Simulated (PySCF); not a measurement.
**CH$_{9}$NSi$_{5}$ (SMILES N#C[SiH]1[SiH2][SiH2][SiH2][SiH2]1): density, localisation and related maps**

Input

```
{"job": {"kind": "nmr", "xc": "PBE0", "basis": "pcSseg-1"}, "charge": 0, "multiplicity": 1}
N     -2.713292     0.485379     2.650368
C     -2.380800     0.405082     1.554823
Si    -1.747998     0.258993    -0.191500
Si    -0.691759    -1.831501    -0.313518
Si     1.595811    -1.425206    -0.040233
Si     1.945982     0.887478    -0.110804
Si    -0.122491     1.934795    -0.421167
H     -2.994337     0.425798    -0.952985
H     -0.980723    -2.419669    -1.629170
H     -1.248689    -2.791286     0.642539
H      2.077628    -1.998067     1.221257
H      2.375111    -2.124300    -1.069588
H      2.594971     1.365632     1.114806
H      2.883432     1.258739    -1.177811
H     -0.239538     2.511990    -1.767707
H     -0.360906     3.065086     0.479279
```

Run with:

```sh
OMP_NUM_THREADS=1 python probes_run.py task.json out
```

Geometry: GFN2-xTB.

The calculation used PySCF, PBE0/pcSseg-1, SCF density, gas phase, non-relativistic.

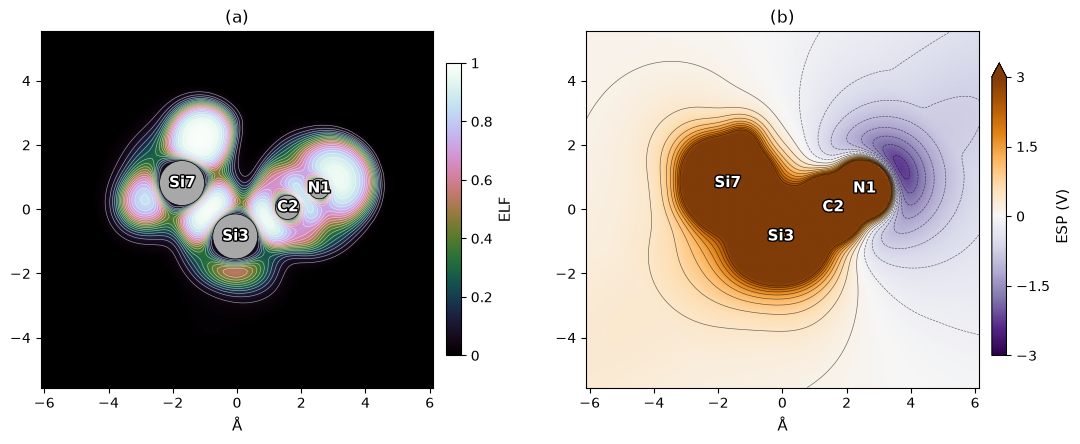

Figure 1. (a) electron localisation function; (b) electrostatic potential on the plane of atoms C2, Si3 and Si7. Grey discs cover the atomic cores in the ELF map.

Q: What do the fields say about this system?

A:
- Atoms in the plane: N, C and Si.
- C–N (1.15 Å): the ELF peaks at about 0.90 between the atoms (a multiple bond).
- C–Si (1.86 Å): the ELF peaks at about 0.95 between the atoms (a shared electron pair).
- Si–Si (2.35 Å): the ELF peaks at about 1 between the atoms; a shared electron pair.
- The ELF also peaks beside N1, away from the bonds: lone-pair regions.
- Outside the dense part of the molecule the potential is most negative (−2.3 V) near N1.

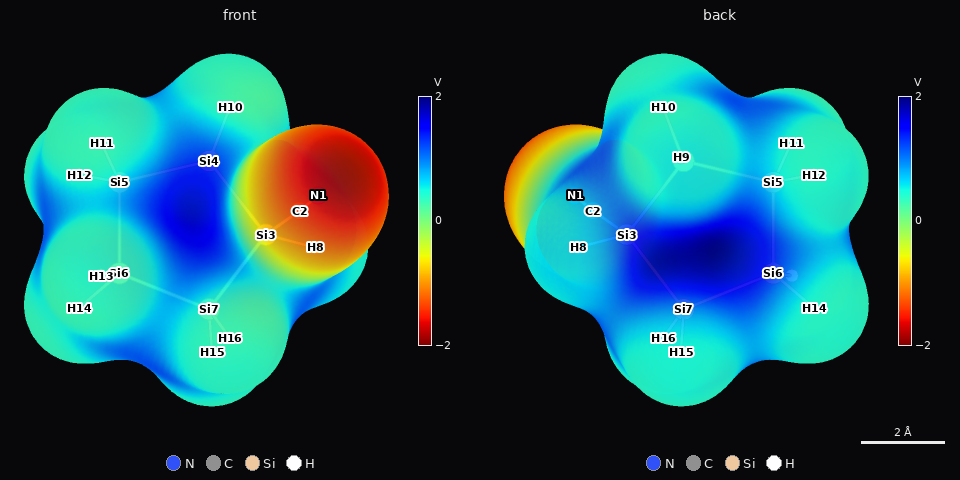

Figure 2. The molecular electrostatic potential painted on the density surface at 0.002 e/bohr³, seen from the front and from behind; red is negative and blue positive.

Q: Where is the surface potential most negative and most positive?

A: The most negative region (about −1.8 V) lies over N1, the most positive (about +1.9 V) over the Si atoms. N1 is the likeliest acceptor of a hydrogen bond.

Q: What dipole moment does the calculation give?

A: Its dipole moment is 4.02 D.
